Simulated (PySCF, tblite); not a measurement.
**C₄H₁₂SSi₂: geometry, infrared bands and NMR shifts**

What infrared bands and NMR shifts should C₄H₁₂SSi₂ (`C=CCC[SiH2][SiH2]S`) show?

The runs use tblite 0.8.0 and PySCF 2.14.0, with density-fitted response routines of our own; the level of theory stands in each step. All values are computed, except where a source is named. Atoms are numbered from 0 throughout.

## (1) The starting structure

19 atoms, charge 0, multiplicity 1; geometry from: force field or distance geometry start.

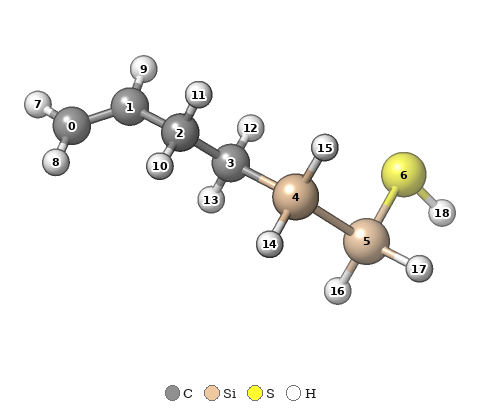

The starting geometry (carbon grey, silicon light orange, sulfur yellow, hydrogen white), atoms numbered; sticks join atoms by distance.

## (2) Relaxing the molecule with GFN2-xTB

Job settings and geometry (Å):

```
{"job": {"kind": "relax", "xc": "GFN2-xTB", "basis": "xTB"}, "charge": 0, "multiplicity": 1}
C     -3.272700     1.676200    -0.655600
C     -2.246900     1.525500     0.164500
C     -1.599100     0.191500     0.489900
C     -0.148600     0.169900     0.016600
Si     0.744300    -1.450600     0.372600
Si     2.899300    -1.301100    -0.430300
S      3.969400     0.316300     0.502200
H     -3.694400     2.668500    -0.832800
H     -3.731800     0.834700    -1.166800
H     -1.828800     2.394800     0.673600
H     -2.175500    -0.621700     0.013200
H     -1.672900     0.028300     1.571700
H      0.399100     0.976300     0.524100
H     -0.101400     0.359500    -1.056100
H      0.020300    -2.554100    -0.308000
H      0.729300    -1.725300     1.840100
H      2.911800    -1.047200    -1.889400
H      3.660000    -2.557700    -0.164800
H      5.128700     0.125400    -0.130300
```

Started as:

```
> OMP_NUM_THREADS=1 python probes_run.py task.json out
```

The driver reads the jobs from task.json and runs them one after another.

**Question.** This job is followed by: GFN2-xTB harmonic vibrations, gas phase; GIAO PBE0/pcSseg-1 NMR shielding, non-relativistic, gas phase. What will the session give for the following? strongest single infrared mode (GFN2-xTB); zero-point energy (GFN2-xTB); 13C shifts against TMS (PBE0/pcSseg-1); 1H shifts against TMS (PBE0/pcSseg-1, means over atoms taken as alike); 29Si shifts against TMS (PBE0/pcSseg-1); 33S shifts against CS2 (PBE0/pcSseg-1); surface potential, least and greatest.

As calculated:

```
                                                              quantity                                                value
                             strongest single infrared mode (GFN2-xTB)                                 646 cm⁻¹, 635 km/mol
                                          zero-point energy (GFN2-xTB)                                        87.0 kcal/mol
                                13C shifts against TMS (PBE0/pcSseg-1)                         150.4, 120.2, 38.1, 13.0 ppm
1H shifts against TMS (PBE0/pcSseg-1, means over atoms taken as alike)  6.21, 5.38, 5.25, 4.87, 3.92, 2.14, 0.86, -0.05 ppm
                               29Si shifts against TMS (PBE0/pcSseg-1)                                     -61.1, -72.3 ppm
                                33S shifts against CS2 (PBE0/pcSseg-1)                                             -291 ppm
                                 surface potential, least and greatest                                   -0.98 V and 1.25 V
```

In words: The optimisation took 35 steps and gained 0.092 eV; among the close pairs (by a distance rule), Si5–H17 changed most, from 1.493 to 1.463 Å. No mode is imaginary among the 51: a minimum at this level. The strongest single mode, at 646 cm⁻¹, moves mainly H16, H17 and H18. Unscaled tight-binding wavenumbers are off by several per cent, some by more. Its intensities can rank the bands wrongly. C1 (alkene CH) lies farthest downfield among carbon, at 150.4 ppm; an sp2 carbon of a C=C bond. H9 (hydrogen on an alkene CH) lies farthest downfield among hydrogen, at 6.21 ppm; a vinylic proton, deshielded by the sp2 carbon and the C=C anisotropy. At PBE0/pcSseg-1: The largest span, 323 ppm, is at S6, where the paramagnetic term is -263 ppm. By nearest atom (PBE0/pcSseg-1), the HOMO sits on S6 77 %; H18 9 % and the LUMO on Si5 21 %; S6 13 %.
